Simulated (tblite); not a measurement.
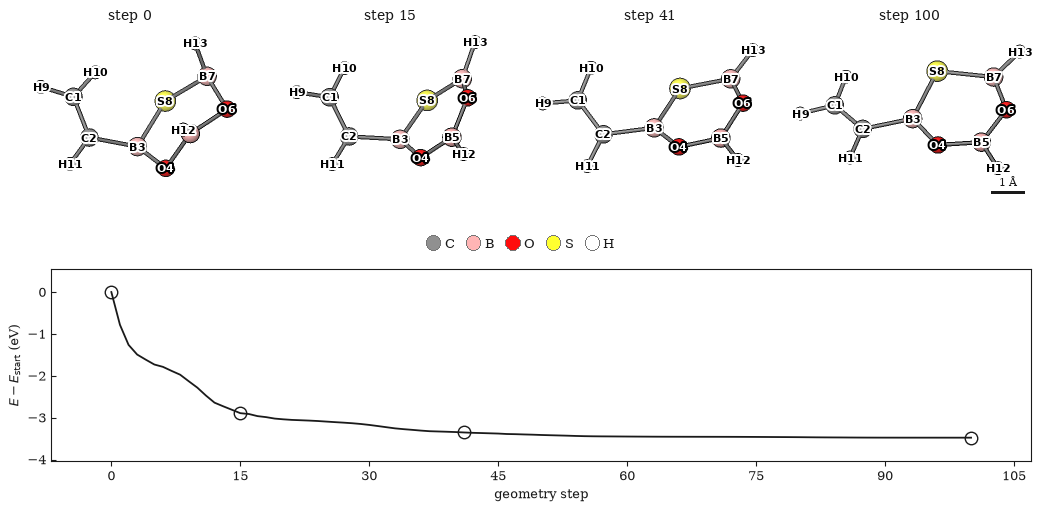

Frames of a relaxation of C2H5B3O2S, marked on the history of the run. A ball-and-stick model, seen at a tilt.

All numbers below come from tblite, GFN2-xTB geometry optimisation, gas phase. 

> Describe the path.

The atom that moves furthest after the best rigid fit is H12 (1.61 Å). Largest moves by element: H 1.61 Å, S 1.30 Å, B 1.17 Å, O 0.91 Å, C 0.78 Å. Near-neighbour distances that change, for instance: B3–O4 1.496 → 1.350 Å, O6–B7 1.472 → 1.339 Å, O4–B5 1.462 → 1.349 Å, B7–S8 1.910 → 1.803 Å. Among the angles between lasting bonds that change: B5–O6–B7 105.2° → 128.1°, B3–O4–B5 107.3° → 129.2°, O6–B7–S8 113.3° → 121.9°. Groups turn about B5–O6 by about 70°, O4–B5 by about 70°. After 100 geometry steps the energy has fallen by 3.478 eV. From step 0 to 15: H atoms move most (0.98 Å), energy −2.893 eV. From step 15 to 41: H9 moves most (0.91 Å), energy −0.461 eV. From step 41 to 100: S and H atoms move most (0.72 Å), energy −0.125 eV.

```csv
step,"E − E(0), eV"
0,0.0000
1,-0.7820
2,-1.2613
3,-1.4926
4,-1.6146
5,-1.7308
6,-1.7868
7,-1.8827
8,-1.9740
9,-2.1304
10,-2.2828
15,-2.8931
19,-3.0223
24,-3.0804
29,-3.1512
34,-3.2753
38,-3.3303
43,-3.3679
48,-3.4012
53,-3.4306
57,-3.4474
62,-3.4536
67,-3.4568
72,-3.4585
76,-3.4619
81,-3.4686
86,-3.4749
91,-3.4778
95,-3.4782
100,-3.4784
```
